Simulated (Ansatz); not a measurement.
The compound is Be₂BCl₂ (space group P-3m1, No. 164), taken as the geometry relaxed with DFT PBE, scalar-relativistic, plane waves, PAW (Ansatz); the starting structure was generated, so it need not be a known form of this composition.

```cif
data_structure
_symmetry_space_group_name_H-M 'P 1'
_symmetry_Int_Tables_number 1
_cell_length_a 2.9978
_cell_length_b 2.9978
_cell_length_c 12.8726
_cell_angle_alpha 90.000
_cell_angle_beta 90.000
_cell_angle_gamma 120.000
_cell_volume 100.18
loop_
_atom_site_label
_atom_site_type_symbol
_atom_site_fract_x
_atom_site_fract_y
_atom_site_fract_z
_atom_site_occupancy
Be1 Be 0.66667 0.33333 0.42211 1
Be2 Be 0.33333 0.66667 0.57789 1
B1 B 0.00000 0.00000 0.00000 1
Cl1 Cl 0.33333 0.66667 0.32354 1
Cl2 Cl 0.66667 0.33333 0.67646 1
```

Bonds are taken as Be–Cl below 2.4 Å; no other contact counts. Atoms with one bond or none are removed and atoms with two bonds are replaced by edges, until no such atom is left.

Derive the underlying net.

The result is a uninodal 3-connected, two-periodic (layers) net: Be and Cl are 3-connected nodes. B drops out. It is the hcb net, known from graphene. The layers lie parallel to (001).

| node | links | point symbol | coordination sequence |
| --- | --- | --- | --- |
| Be and Cl | 3 | 6^3 | 3 6 9 12 15 18 |

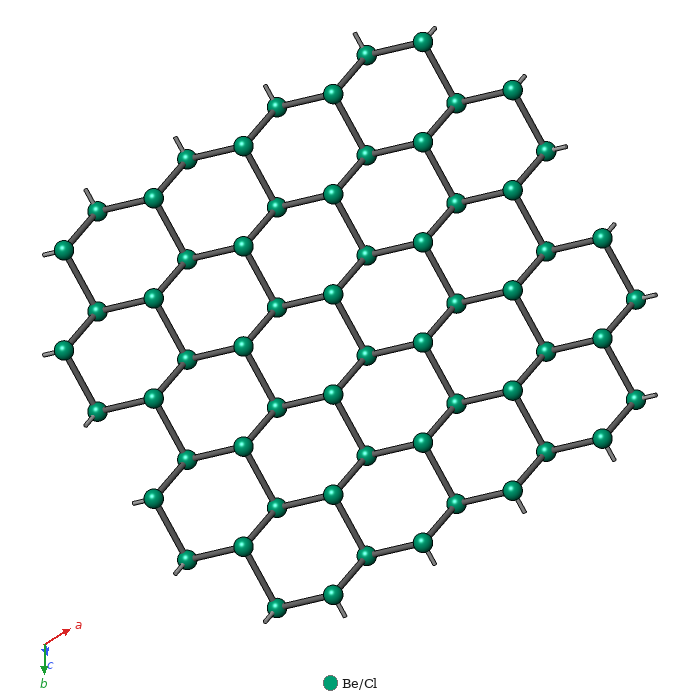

Nodes are coloured by topological kind. One layer is drawn. Short stubs are edges that leave the cut-out.
